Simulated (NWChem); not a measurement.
**One shape, several levels: CH7NSn (SMILES C[NH][SnH3])**

We compute a comparison of 6 runs (HF/def2-SVP, SVWN5/def2-SVP, B3LYP/def2-SVP, PBE/def2-SVP, PBE0/def2-SVP, CCSD(T)/def2-SVP) of CH7NSn. 

The calculation is run with NWChem 7.3.0.

1 further run of the same task is left out (set aside as unsound or not needed).

## 1. The system as given

CH7NSn has 10 atoms, charge 0, and is taken as a singlet. As SMILES, `C[NH][SnH3]`. The coordinates come from a PBE0-D4/def2-TZVP relaxation.

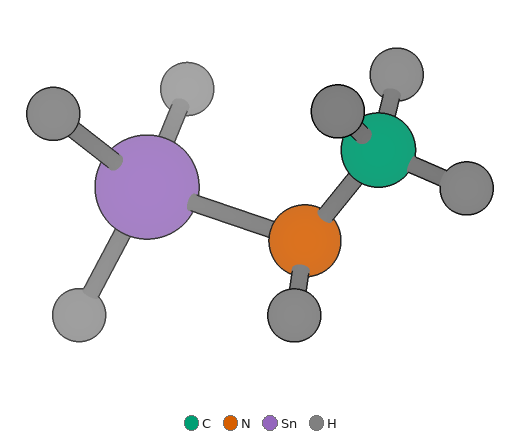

The structure, seen from a chosen angle (carbon teal, nitrogen orange, tin purple, hydrogen grey).

## 2. Energy and gradient at HF/def2-SVP (core potential) (run 1)

Input file run.py:

```python
from ase import Atoms
from ase.calculators.nwchem import NWChem

mol = Atoms(['C', 'N', 'Sn', 'H', 'H', 'H', 'H', 'H', 'H', 'H'], positions=[
    [-0.898400, 0.758000, -0.879200],
    [-0.343000, -0.532900, -0.516500],
    [0.897300, -0.629400, 1.085100],
    [-1.664200, 0.637600, -1.652700],
    [-1.396800, 1.201100, -0.011700],
    [-0.168200, 1.494600, -1.247500],
    [0.037300, -1.004000, -1.326200],
    [1.451700, -2.239000, 1.169900],
    [-0.052600, -0.195500, 2.433700],
    [2.220200, 0.458400, 0.948000],
])

calc = NWChem(
    label='input',
    theory='scf',
    memory='2200 mb',
    basis='def2-SVP',
    basispar='spherical bse',
    scf={'nopen': '0', 'rhf': None, 'thresh': '1e-08', 'maxiter': '80'},
    **{'ecp bse': {'Sn library': 'def2-SVP'}},
)
mol.calc = calc

forces = mol.get_forces()
print("Total energy (eV):", round(mol.get_potential_energy(), 6))
print("forces (eV/A):")
for s, f in zip(mol.symbols, forces):
    print(f"{s:2s} {f[0]:10.5f} {f[1]:10.5f} {f[2]:10.5f}")
print("dipole (e A):", mol.get_dipole_moment().round(4))
```

Run with:

```
export ASE_NWCHEM_COMMAND="nwchem PREFIX.nwi > PREFIX.nwo"
python run.py
```

Standard output:

```text
Total energy (eV): -8425.287702
forces (eV/A):
C    -0.20492   -0.10146   -0.07050
N     0.28030    0.14074   -0.47987
Sn    0.05564   -0.07940    0.23032
H     0.04397    0.05780    0.03888
H     0.01743    0.00561   -0.06248
H    -0.03070   -0.07734    0.01676
H    -0.23767    0.11251    0.22487
H     0.04705   -0.04134    0.03425
H     0.01836   -0.00499    0.07780
H     0.01054   -0.01224   -0.01003
dipole (e A): [ 0.1483  0.0739 -0.1012]
```

The calculator wrote input.nwi:

```
title "input"

permanent_dir input

scratch_dir input

start input

geometry units angstrom nocenter noautosym noautoz
  C  -8.9839999999999998e-01 7.5800000000000001e-01 -8.7919999999999998e-01
  N  -3.4300000000000003e-01 -5.3290000000000004e-01 -5.1649999999999996e-01
  Sn 8.9729999999999999e-01 -6.2939999999999996e-01 1.0851000000000000e+00
  H  -1.6641999999999999e+00 6.3759999999999994e-01 -1.6527000000000001e+00
  H  -1.3968000000000000e+00 1.2011000000000001e+00 -1.1700000000000000e-02
  H  -1.6819999999999999e-01 1.4945999999999999e+00 -1.2475000000000001e+00
  H  3.7300000000000000e-02 -1.0040000000000000e+00 -1.3262000000000000e+00
  H  1.4517000000000000e+00 -2.2389999999999999e+00 1.1698999999999999e+00
  H  -5.2600000000000001e-02 -1.9550000000000001e-01 2.4337000000000000e+00
  H  2.2202000000000002e+00 4.5839999999999997e-01 9.4799999999999995e-01
end

memory 2200 mb

basis spherical bse noprint
   * library def2-SVP
end

scf
  nopen 0
  rhf
  thresh 1e-08
  maxiter 80
end
ecp bse
  Sn library def2-SVP
end

task scf gradient
```

input.nwo:

```text
Northwest Computational Chemistry Package (NWChem) 7.3.0
             --------------------------------------------------------

           Job information
           ---------------

    nwchem branch   = 7.3.0
    use scalapack   = T
    input           = input.nwi
    prefix          = input.
    data base       = input/input.db
    status          = startup
    nproc           =        1

           Memory information
           ------------------

    heap     =     72089598 doubles =      550.0 Mbytes
    stack    =     72089595 doubles =      550.0 Mbytes
    global   =    144179200 doubles =     1100.0 Mbytes (distinct from heap & stack)
    total    =    288358393 doubles =     2200.0 Mbytes
    verify   = yes
    hardfail = no

[... 143 lines left out ...]
 Convergence threshold     :          1.000E-08
[... 12 lines left out ...]
       Final RHF  results
[... 3 lines left out ...]
      One-electron energy =   -789.911358802438
[... 1 line left out ...]
 Nuclear repulsion energy =    142.870743714805
[... 39 lines left out ...]
                       ROHF Final Molecular Orbital Analysis
[... 272 lines left out ...]
                         RHF ENERGY GRADIENTS

    atom               coordinates                        gradient
                 x          y          z           x          y          z
   1 C      -1.697730   1.432412  -1.661447    0.003985   0.001973   0.001371
   2 N      -0.648176  -1.007035  -0.976043   -0.005451  -0.002737   0.009332
   3 Sn      1.695651  -1.189394   2.050542   -0.001082   0.001544  -0.004479
[... 6 lines of this table left out ...]
  10 H       4.195570   0.866250   1.791460   -0.000205   0.000238   0.000195

                 ----------------------------------------
                 |  Time  |  1-e(secs)   |  2-e(secs)   |
                 ----------------------------------------
                 |  CPU   |       0.10   |       6.68   |
                 ----------------------------------------
                 |  WALL  |       0.10   |       6.68   |
                 ----------------------------------------

 Task  times  cpu:       28.1s     wall:       28.1s
 Total times  cpu:       28.1s     wall:       28.1s
```

Run time: 30 s. Hardware: 1 thread of Intel Xeon Platinum 8259CL at 2.50GHz (Skylake/Cascade Lake), shared host; peak memory 0.1 GiB.

## 3. Energy and gradient at SVWN5/def2-SVP (core potential) (run 2)

Input file ch7nsn.xyz:

```xyz
10
CH7NSn
C     -0.898400     0.758000    -0.879200
N     -0.343000    -0.532900    -0.516500
Sn     0.897300    -0.629400     1.085100
H     -1.664200     0.637600    -1.652700
H     -1.396800     1.201100    -0.011700
H     -0.168200     1.494600    -1.247500
H      0.037300    -1.004000    -1.326200
H      1.451700    -2.239000     1.169900
H     -0.052600    -0.195500     2.433700
H      2.220200     0.458400     0.948000
```

Input file ch7nsn.nw:

```
echo
start ch7nsn
title "CH7NSn"
memory 2200 mb
geometry noautosym nocenter noautoz
  load ch7nsn.xyz
end
basis spherical bse
  * library def2-SVP
end
ecp bse
  Sn library def2-SVP
end
dft
  xc slater vwn_5
  grid xfine
  convergence energy 1e-08
  maxiter 100
  mulliken
  print low
end
task dft gradient
```

Run with:

```
nwchem ch7nsn.nw > ch7nsn.out
```

Standard output:

```text
[...]
 d= 0,ls=0.0,diis     1   -309.9887628399 -4.53D+02  1.89D-02  5.09D-01     4.2
[...]
 d= 0,ls=0.0,diis    11   -310.0465499407 -3.14D-09  2.98D-07  5.25D-10    29.3
         Total DFT energy =     -310.046549940702
      One electron energy =     -790.261686274746
           Coulomb energy =      369.038660993108
    Exchange-Corr. energy =      -31.694268373868
 Nuclear repulsion energy =      142.870743714805
[...]
      Total Density - Mulliken Population Analysis
     ---------------------------------------------
    Atom       Charge   Shell Charges
 -----------   ------   -------------------------------------------------------
    1 C    6     6.06   1.98  0.89  0.15  2.15  0.86  0.04
    2 N    7     7.40   1.98  0.98  0.52  2.42  1.47  0.02
    3 Sn  22    21.72   0.42  1.60  1.14  0.20  2.77  3.23  1.58  0.64  9.65  0.49
    4 H    1     0.94   0.71  0.21  0.02
    5 H    1     0.94   0.71  0.20  0.02
    6 H    1     0.95   0.72  0.22  0.02
    7 H    1     0.85   0.70  0.11  0.04
    8 H    1     1.03   0.65  0.38  0.01
    9 H    1     1.04   0.65  0.38  0.01
   10 H    1     1.06   0.65  0.41  0.01
[...]
                         DFT ENERGY GRADIENTS
    atom               coordinates                        gradient
                 x          y          z           x          y          z
   1 C      -1.697730   1.432412  -1.661447   -0.009644   0.019009  -0.005823
   2 N      -0.648176  -1.007035  -0.976043    0.009625  -0.012375  -0.006010
   3 Sn      1.695651  -1.189394   2.050542   -0.000341   0.000026   0.000097
   4 H      -3.144882   1.204889  -3.123150    0.008747   0.000658   0.008330
   5 H      -2.639569   2.269750  -0.022110    0.005915  -0.005645  -0.009213
   6 H      -0.317852   2.824384  -2.357433   -0.007193  -0.009526   0.004307
   7 H       0.070487  -1.897285  -2.506155   -0.005429   0.008062   0.010486
   8 H       2.743315  -4.231096   2.210790   -0.000569   0.002626  -0.000078
   9 H      -0.099400  -0.369441   4.599026    0.001904  -0.000563  -0.002028
  10 H       4.195570   0.866250   1.791460   -0.003014  -0.002273  -0.000068
[...]
```

It took 39 s on 1 thread of Intel Xeon Platinum 8259CL at 2.50GHz (Skylake/Cascade Lake), shared host; peak memory 0.15 GiB.

Runs 3 to 5 aren't shown in full; the table further down has their settings and results.

## 4. The energy at CCSD(T)/def2-SVP (core potential) (run 6)

Input file mol.nw:

```
start mol
memory total 2200 mb
geometry units angstrom noautosym nocenter noautoz
  C       -0.898400       0.758000      -0.879200
  N       -0.343000      -0.532900      -0.516500
  Sn       0.897300      -0.629400       1.085100
  H       -1.664200       0.637600      -1.652700
  H       -1.396800       1.201100      -0.011700
  H       -0.168200       1.494600      -1.247500
  H        0.037300      -1.004000      -1.326200
  H        1.451700      -2.239000       1.169900
  H       -0.052600      -0.195500       2.433700
  H        2.220200       0.458400       0.948000
end
basis spherical bse
  * library def2-SVP
end
ecp bse
  Sn library def2-SVP
end
scf
  thresh 1e-08
  maxiter 80
  print low
end
ccsd
  freeze core 6
  maxiter 60
end
task ccsd(t) energy
```

Run with:

```
nwchem mol.nw > mol.out
```

Standard output:

```text
[...]
  functions       =    89
[...]
  wavefunction    = RHF
[...]
         Total SCF energy =   -309.623614715337
      One-electron energy =   -789.911358801329
      Two-electron energy =    337.417000371187
 Nuclear repulsion energy =    142.870743714805
        Time for solution =     21.8s
[...]
 Total MP2 energy:           -310.064534707899782
[...]
             energy      energy      error      ampl     ampl      Block
                                                time     time      time
[...]
 Total CCSD energy:           -310.111198089129061
[...]
 Total CCSD+T(CCSD) energy:           -310.124897149788239
[...]
 Total CCSD(T) energy:                -310.124372279472595
[...]
```

Run time: 4 min. Hardware: 1 thread of Intel Xeon Platinum 8259CL at 2.50GHz (Skylake/Cascade Lake), shared host; peak memory 0.28 GiB.

## 5. All runs side by side

```csv
run,level,iteration cap,module,energy (Eh),dipole moment (D),HOMO energy (eV),LUMO energy (eV),wall time
1,HF/def2-SVP (core potential),80,scf,-309.623615,0.93,-9.80,3.22,30 s
2,SVWN5/def2-SVP (core potential),100,dft,-310.046550,–,–,–,39 s
3,B3LYP/def2-SVP (core potential),100,dft,-311.325042,0.82,-6.05,0.14,59 s
4,PBE/def2-SVP (core potential),100,dft,-311.107001,0.81,-4.90,-0.43,74 s
5,PBE0/def2-SVP (core potential),100,dft,-311.136396,0.84,-6.31,0.37,61 s
6,CCSD(T)/def2-SVP (core potential),80,ccsd(t),-310.124372,–,–,–,4 min
```

## 6. Results

```
                                          quantity          value
                               run 6: total energy  -310.12437 Eh
run 6: correlation energy (6 core orbitals frozen)     -500.8 mEh
                             run 6: (T) correction     -13.17 mEh
```

**Reading.** Over runs 1, 3, 4, 5 the dipole moment (its size) runs from 0.81 D (PBE/def2-SVP) to 0.93 D (HF/def2-SVP). Over runs 1, 3, 4, 5 the HOMO–LUMO gap runs from 4.47 eV (PBE/def2-SVP) to 13.02 eV (HF/def2-SVP). Exact exchange widens orbital gaps. Totals of different functionals can't be ranked against each other. All runs together took 8.4 min, the longest 4 min.
